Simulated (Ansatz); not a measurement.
System: H2Li, doublet: collinear Li-H-H surface. Scanned: Li-H distance and H-H distance.

Method: CCSD on UHF/cc-pVTZ, frozen core in Ansatz (an electronic-structure program).

Energy in kcal/mol above the lowest grid point; x is the Li-H distance (Å), y the H-H distance (Å).

```csv
y \ x,1.36,1.49,1.58,1.74,1.84,2.03,2.18,2.42,2.70,3.04,3.25,3.81,4.64
2.15,58.1,53.1,51.9,52.8,54.7,59.7,64.4,72.3,81.1,89.9,94.0,98.7,—
1.74,58.0,52.8,51.4,51.9,53.4,57.8,61.9,68.6,75.0,79.9,81.4,82.9,83.3
1.54,57.9,52.2,50.5,50.3,51.4,54.7,57.6,62.0,65.6,67.9,68.6,69.4,69.7
1.36,57.2,50.8,48.4,46.9,47.0,48.2,49.4,51.1,52.4,53.2,53.4,53.8,53.9
1.24,55.4,48.1,45.0,42.1,41.3,40.8,40.9,41.1,41.4,41.6,41.7,41.8,41.9
1.12,49.8,41.9,38.3,34.3,32.8,31.2,30.5,29.9,29.5,29.3,29.2,29.1,29.1
1.01,40.9,33.2,29.6,25.3,23.5,21.4,20.3,19.3,18.5,18.0,17.9,17.6,17.6
0.93,33.9,26.5,22.9,18.7,16.9,14.6,13.4,12.2,11.2,10.6,10.3,10.0,9.9
0.87,29.1,21.9,18.5,14.3,12.6,10.2,9.0,7.6,6.6,5.9,5.6,5.2,5.1
0.80,24.9,18.0,14.7,10.7,9.0,6.6,5.4,3.9,2.8,2.0,1.7,1.3,1.1
0.73,23.3,16.7,13.5,9.7,8.0,5.8,4.5,3.0,1.9,1.0,0.6,0.2,0.0
0.69,24.2,17.7,14.6,10.9,9.3,7.1,5.8,4.4,3.2,2.3,1.9,1.4,1.2
0.63,29.2,22.9,20.0,16.4,14.9,12.7,11.5,10.0,8.8,7.9,7.5,7.0,6.8
```

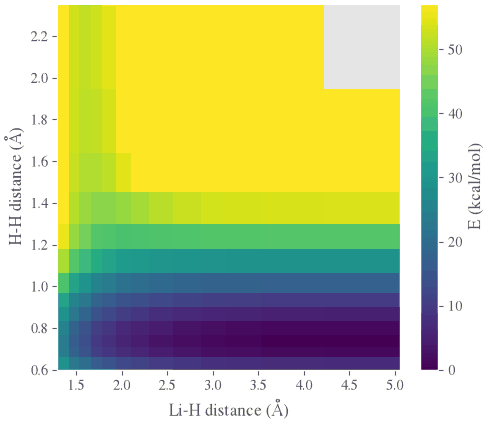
Figure. Energy surface, cut off at 57 kcal/mol.

Points that lie below all their neighbours on the grid (none is named beside a point without a result): x = 4.64, y = 0.73 on the edge of the grid (0.0 kcal/mol).

Dashes: no converged value, or the column stops at the first point that the program doubted or that broke a chosen test of continuity, which isn't proof of a fault.
